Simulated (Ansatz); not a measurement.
# AlBClH2 radical: single points off equilibrium

Aim: energy, forces and dipole at a structure displaced at random from a GFN2-xTB minimum, from CCSD(T) and from density functionals.

The runs use Ansatz 0.2.0, Gaussian basis; single points in def2-TZVPP.

Correlated methods freeze the cores. Orbitals are unrestricted. B3LYP uses VWN-RPA correlation.

**1. Starting geometry**

SMILES `[BH2][Al][Cl]`, 5 atoms, charge 0, spin multiplicity 2.

Atoms are counted from 1 here; the program's logs count them from 0.

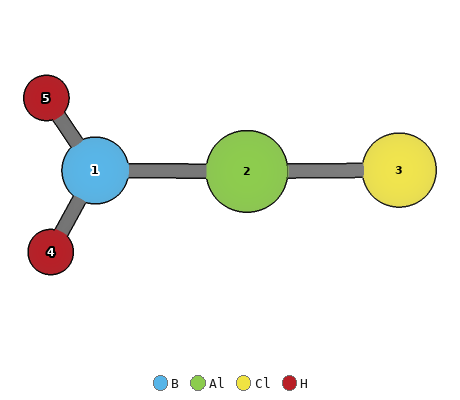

As it starts; boron blue, aluminium green, chlorine yellow, hydrogen red; atoms are numbered from 1 in the order of the file.

Geometry (Å):

```
B    -0.4926    0.5789   -0.4463
Al    0.5891   -0.6919    0.5599
Cl    1.8224   -2.0159    1.3657
H    -1.6001    0.2413   -0.7910
H    -0.3148    1.7078   -0.4516
```

**2. CCSD(T)/def2-TZVPP**

run/in.yaml

```yaml
crystal:
  periodic: [false, false, false]
  atoms:
    - {symbol: B, position_ang: [-0.492600, 0.578900, -0.446300]}
    - {symbol: Al, position_ang: [0.589100, -0.691900, 0.559900]}
    - {symbol: Cl, position_ang: [1.822400, -2.015900, 1.365700]}
    - {symbol: H, position_ang: [-1.600100, 0.241300, -0.791000]}
    - {symbol: H, position_ang: [-0.314800, 1.707800, -0.451600]}
basis:
  gaussian: {orbitals: def2-TZVPP}
magnetization: {spin_polarized: true, initial_magnetization: 1}
correlation: {method: ccsd_t}
scf: {omitted_lower_state_checks: [cluster_reference]}
output: {forces: true}
```

No record of the launch command was kept for these runs.

**3. PBE0-D4/def2-TZVPP**

Edit run/in.yaml of step 2 so:

```diff
@@ -11,4 +11,3 @@
 magnetization: {spin_polarized: true, initial_magnetization: 1}
-correlation: {method: ccsd_t}
-scf: {omitted_lower_state_checks: [cluster_reference]}
-output: {forces: true}
+hamiltonian: {xc: pbe0, dispersion: d4}
+output: {forces: true, orbitals: {seedname: orbitals}}
```

**4. wB97M-V/def2-TZVPP**

Edit run/in.yaml of step 3 so:

```diff
@@ -11,3 +11,3 @@
 magnetization: {spin_polarized: true, initial_magnetization: 1}
-hamiltonian: {xc: pbe0, dispersion: d4}
-output: {forces: true, orbitals: {seedname: orbitals}}
+hamiltonian: {xc: {name: wB97M-V}}
+output: {forces: true}
```

**5. r2SCAN-D4/def2-TZVPP**

Edit run/in.yaml of step 4 so:

```diff
@@ -11,3 +11,3 @@
 magnetization: {spin_polarized: true, initial_magnetization: 1}
-hamiltonian: {xc: {name: wB97M-V}}
+hamiltonian: {xc: r2scan, dispersion: d4}
 output: {forces: true}
```

**6. PBE-D4/def2-TZVPP**

Edit run/in.yaml of step 5 so:

```diff
@@ -11,3 +11,3 @@
 magnetization: {spin_polarized: true, initial_magnetization: 1}
-hamiltonian: {xc: r2scan, dispersion: d4}
+hamiltonian: {xc: pbe, dispersion: d4}
 output: {forces: true}
```

**7. revPBE-D4/def2-TZVPP**

Edit run/in.yaml of step 6 so:

```diff
@@ -11,3 +11,3 @@
 magnetization: {spin_polarized: true, initial_magnetization: 1}
-hamiltonian: {xc: pbe, dispersion: d4}
+hamiltonian: {xc: {name: revPBE}, dispersion: d4}
 output: {forces: true}
```

**8. B3LYP-D4/def2-TZVPP**

Edit run/in.yaml of step 7 so:

```diff
@@ -11,3 +11,3 @@
 magnetization: {spin_polarized: true, initial_magnetization: 1}
-hamiltonian: {xc: {name: revPBE}, dispersion: d4}
+hamiltonian: {xc: {name: B3LYP}, dispersion: d4}
 output: {forces: true}
```

(Steps that only read results are left out.)

**Question.** What will these runs give? Wanted: energy less free atoms, CCSD(T)/def2-TZVPP; RMS force component; RMS force error; HOMO and LUMO, PBE0-D4; T1 diagnostic.

The runs gave:

| quantity | value |
| --- | --- |
| energy less free atoms, CCSD(T)/def2-TZVPP | -13.619 eV |
| RMS force component | 0.885 to 0.989 eV/Å over the methods |
| RMS force error | PBE0-D4 0.076, wB97M-V 0.081, r2SCAN-D4 0.070, PBE-D4 0.105, revPBE-D4 0.125, B3LYP-D4 0.056 eV/Å |
| HOMO and LUMO, PBE0-D4 | -5.38 and -2.31 eV |
| T1 diagnostic | 0.018 |

What this shows: Against CCSD(T) the functionals' energies less atoms differ by -0.936 to -0.451 eV, PBE-D4 by -0.802 eV. CCSD(T) in triple zeta still lacks some correlation energy of the bonds, so part of these gaps is its own basis error and they don't rank the functionals. For forces B3LYP-D4 does best and revPBE-D4 worst. Frozen-core CCSD(T) forces in triple zeta carry basis errors of their own, and this is one geometry, so small gaps rank nothing.
